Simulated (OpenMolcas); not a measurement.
# CH5FOSi: single-point calculation (part 3 of 3)

CH5FOSi, SMILES C[SiH](O)F; CASSCF/ANO-R1, sfX2C (OpenMolcas 26.06). The geometry comes from this level: PBE0-D4/def2-TZVP.

Geometry of the input (Å):
```
C  -1.0592  0.3827  0.2021
Si 0.5987  -0.0594  -0.4917
O  1.6998  -0.4260  0.6588
F  0.3861  -1.3192  -1.4572
H  -1.7593  0.6242  -0.6015
H  -0.9821  1.2517  0.8601
H  -1.4840  -0.4450  0.7767
H  1.2140  1.0180  -1.2926
H  1.4746  -1.0731  1.3282
```

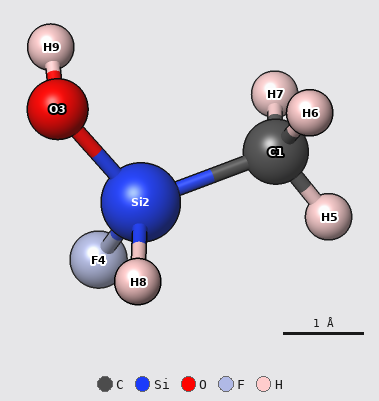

Figure 1. The input geometry (ball-and-stick view, seen at a tilt; atoms are numbered from 1 in the order of the input).

### What the program printed, continued
```
      printout of CI-coefficients larger than  0.05 for root  1
      energy=    -505.002422
      conf/sym  11     Coeff  Weight
             1  20   0.99558 0.99119
             3  02  -0.09387 0.00881

      Natural orbitals and occupation numbers for root  1
      sym 1:   1.982378   0.017622

      ************************************************************************************************************************
      *                                                    Final results                                                     *
      ************************************************************************************************************************

++    Final optimization conditions:
      ------------------------------

      Average CI energy                            -505.00242174
      RASSCF energy for state  1                   -505.00242174
      Super-CI energy                                -0.00000000
      RASSCF energy change                           -0.00000000
      Max change in MO coefficients               2.502E-05
      Max non-diagonal density matrix element    -1.713E-05
      Maximum BLB matrix element                 -1.197E-06
      (orbital pair  11,  30 in symmetry   1)
      Norm of electronic gradient            6.117E-06
--

      Final state energy(ies):
      ------------------------

::    RASSCF root number  1 Total energy:   -505.00242174
      Von Neumann Entropy (Root   1) =  0.07280

      Mulliken population analysis for root number:  1
      -----------------------------------------------

++    Molecular charges:
      ------------------

      Mulliken charges per centre
      ---------------------------

                C1      SI2     O3      F4      H5      H6      H7      H8      H9
      Total    6.2323 13.3192  8.4967  9.4046  0.9234  0.9264  0.9370  0.9535  0.8068

      N-E     -0.2323  0.6808 -0.4967 -0.4046  0.0766  0.0736  0.0630  0.0465  0.1932

      Total electronic charge=   42.000000

      Total            charge=   -0.000000
--

      Expectation values of various properties for root number:  1
      -----------------------------------------------------------

++    Molecular properties:
      ---------------------

      Charge (e):
                      =   -0.0000
      Dipole Moment (debye):
      Origin of the operator (angstrom)=    0.4626   -0.3445   -0.3424
                   X= -1.4296E+00               Y=  5.3199E-01               Z=  1.6934E+00           Total=  2.2791E+00
      Quadrupole Moment (debye*angstrom):
      Origin of the operator (angstrom)=    0.4626   -0.3445   -0.3424
                  XX= -3.3009E+01              XY= -1.3452E+00              XZ= -7.4784E-01              YY= -3.1066E+01
                  YZ= -3.8522E+00              ZZ= -3.0205E+01
      In traceless form (debye*angstrom)
                  XX= -2.3742E+00              XY= -2.0178E+00              XZ= -1.1218E+00              YY=  5.4150E-01
                  YZ= -5.7784E+00              ZZ=  1.8327E+00
--

      LoProp population analysis for root number:  1
      -----------------------------------------------

++    LoProp analysis:
      ----------------

++    Static properties:
      ------------------

      LoProp Charges per center

                   C1       SI2      O3       F4       H5       H6       H7       H8       H9
      Nuclear      6.0000  14.0000   8.0000   9.0000   1.0000   1.0000   1.0000   1.0000   1.0000
      Electronic  -7.0154 -12.7990  -8.7742  -9.4870  -0.7455  -0.7486  -0.7560  -1.0950  -0.5793

      Total       -1.0154   1.2010  -0.7742  -0.4870   0.2545   0.2514   0.2440  -0.0950   0.4207
--

      Natural Bond Order analysis for root number:  1

++    Natural Bond Order analysis
      ---------------------------
      Based on LoProp computed density
      -------------------------------------------------------------------------------------
      Atom A       Atom B       Bond Order
        SI2          H8             0.838
      -------------------------------------------------------------------------------------
      NBO located      1.676 electrons involved in    1 bonds.
      NBO located      0.997 non-bonded electrons on atom C1
      NBO located      0.983 non-bonded electrons on atom SI2
      NBO located      1.000 non-bonded electrons on atom SI2
      NBO located      0.999 non-bonded electrons on atom SI2
      NBO located      0.998 non-bonded electrons on atom SI2
      NBO located      0.998 non-bonded electrons on atom SI2
      NBO located      0.999 non-bonded electrons on atom O3
      NBO located      1.000 non-bonded electrons on atom F4
      NBO located      1.006 non-bonded electrons on atom F4
      The remaining   13.320 electrons are to be considered as diffuse
--

--

      Average orbitals are written to the RASORB file
      Natural orbitals for root   1 are written to the RASORB.1 file
      Spin density orbitals for root   1 are written to the SPDORB.1 file

--- Stop Module: rasscf /rc=_RC_ALL_IS_WELL_ ---
--- Module rasscf spent 5 seconds ---

.##################.
.# Happy landing! #.
.##################.

    Timing: Wall=13.55 User=11.46 System=1.72
```

### Results in brief

```csv
quantity,value
outcome,converged
total energy,−505.002422 hartree
CASSCF energy,−505.002422 hartree
basis functions,85
wall time,14 s
peak memory,0.38 GiB
```
